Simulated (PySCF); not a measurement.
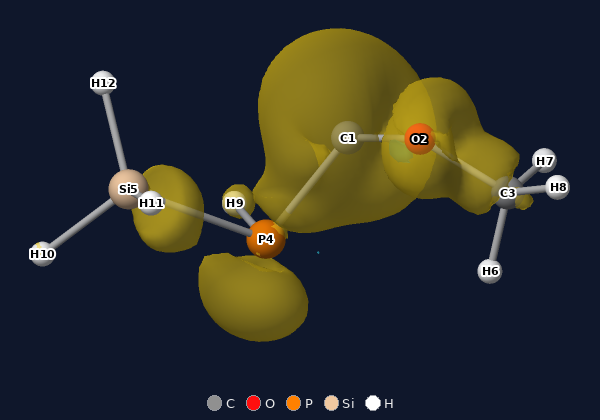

Figure. C2H7OPSi (SMILES CO[C]P[SiH3]) (triplet). Isosurfaces of the spin density at +0.03 (yellow) and −0.03 e/Å³ (cyan), seen from one side.

Geometry: PBE0-D3(BJ)/def2-SVP.

These are results of UKS B3LYP, pcH-1 on C H O P Si, non-relativistic, mean-field spin-orbit, GIAO (PySCF 2.14.0, density-fitted response routines), not measurements.

| atom | x (Å) | y (Å) | z (Å) |
| --- | --- | --- | --- |
| C | -0.4903 | -0.4629 | 0.5517 |
| O | -1.4300 | 0.4555 | 0.5299 |
| C | -2.5067 | 0.2892 | -0.3837 |
| P | 0.7787 | -0.7331 | -0.6987 |
| Si | 2.5443 | 0.2268 | 0.3711 |
| H | -2.1242 | 0.2297 | -1.4165 |
| H | -3.0742 | -0.6261 | -0.1524 |
| H | -3.1571 | 1.1665 | -0.2787 |
| H | 1.1041 | -2.0772 | -0.3497 |
| H | 3.8039 | -0.0717 | -0.3808 |
| H | 2.3050 | 1.7001 | 0.3547 |
| H | 2.6806 | -0.2463 | 1.7804 |

Describe the spin distribution.

The unpaired spin (2 electrons) lies mostly on C1 (about 1.2), P4 (about 0.3), O2 (about 0.3) and Si5 (about 0.1), in electrons by Hirshfeld's partition.
